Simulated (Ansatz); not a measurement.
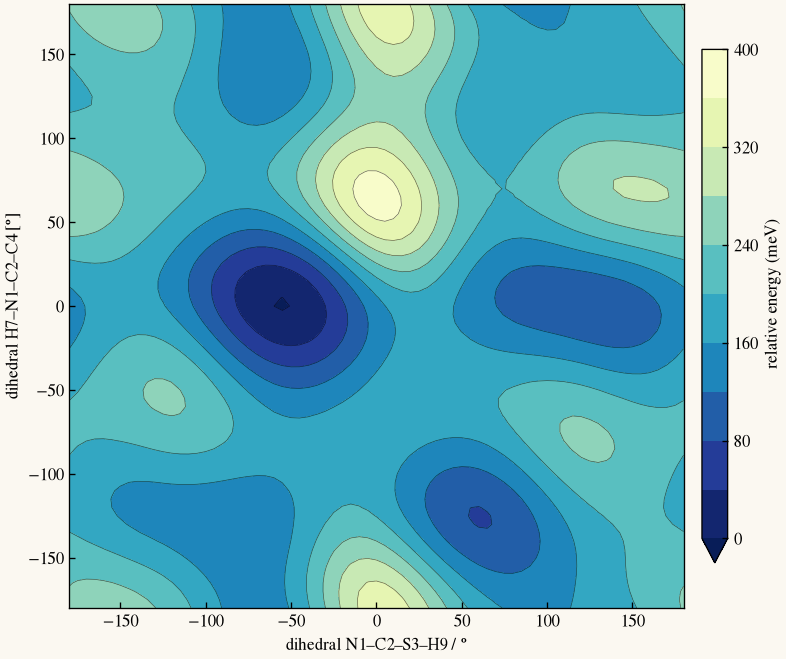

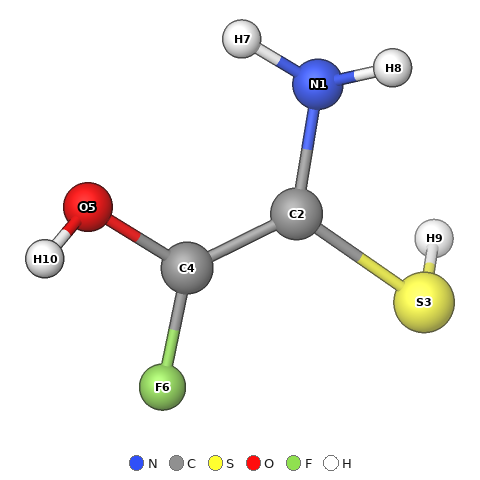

Energy landscape of C₂H₄FNOS, SMILES NC(S)=C(O)F. 
- The first coordinate is: dihedral N1–C2–S3–H9; the second: dihedral H7–N1–C2–C4.
- Nothing is relaxed (all other coordinates rigid).
- The grid has 18 × 18 points.
- Energies are in meV, from the lowest grid point.
- All numbers below come from RHF/def2-SVP (Ansatz).

The picture shows filled contours. Between grid points the surface is interpolated. The second picture is the structure at the lowest point.

Question: Summarise what can be read from the map.

Answer: The lowest grid point is at dihedral N1–C2–S3–H9 = −60°, dihedral H7–N1–C2–C4 = 0°. Higher local minima lie near dihedral N1–C2–S3–H9 = 60°, dihedral H7–N1–C2–C4 = −120° (79 meV above the lowest at that grid point); dihedral N1–C2–S3–H9 = 120°, dihedral H7–N1–C2–C4 = 0° (89 meV above the lowest at that grid point); dihedral N1–C2–S3–H9 = −60°, dihedral H7–N1–C2–C4 = 140° (122 meV above the lowest at that grid point). The highest grid point, dihedral N1–C2–S3–H9 = 0°, dihedral H7–N1–C2–C4 = 60°, lies 378 meV above the lowest. On the interpolated surface the easiest way out of the lowest well to the well at about dihedral N1–C2–S3–H9 = −80°, dihedral H7–N1–C2–C4 = −135° passes a barrier of about 175 meV. Round the minimum the valley is somewhat tilted: raising dihedral N1–C2–S3–H9 shifts the best value of dihedral H7–N1–C2–C4 downwards (coupling k₁₂/√(k₁₁k₂₂) about 0.2).

The input of one point:

```yaml
crystal:
  periodic: [false, false, false]
  atoms:
    - { symbol: "N", position_ang: [-0.063772, -1.321022, -0.559345] }
    - { symbol: C, position_ang: [0.151028, -0.247901, 0.321297] }
    - { symbol: S, position_ang: [0.743204, -0.664008, 1.94007] }
    - { symbol: C, position_ang: [-0.101641, 1.006622, -0.007579] }
    - { symbol: O, position_ang: [-0.539234, 1.386663, -1.208635] }
    - { symbol: F, position_ang: [0.000807, 2.012778, 0.832774] }
    - { symbol: H, position_ang: [-0.423781, -1.025746, -1.447121] }
    - { symbol: H, position_ang: [0.763386, -1.875511, -0.685996] }
    - { symbol: H, position_ang: [-0.294672, -1.431673, 2.284747] }
    - { symbol: H, position_ang: [-0.137345, 2.206548, -1.463473] }
basis:
  gaussian: { orbitals: def2-SVP }
hamiltonian:
  xc: hf
output:
  forces: true
```

Each point was launched as `ansatz run input.yaml --threads 1 --pin off --max-ram 2560MiB --backend cpu --events-out ev --progress --plain --runs-dir out`. Time for the 324 points that were run: 15 min on 1 thread of Arm Neoverse V1, with other jobs on the host.
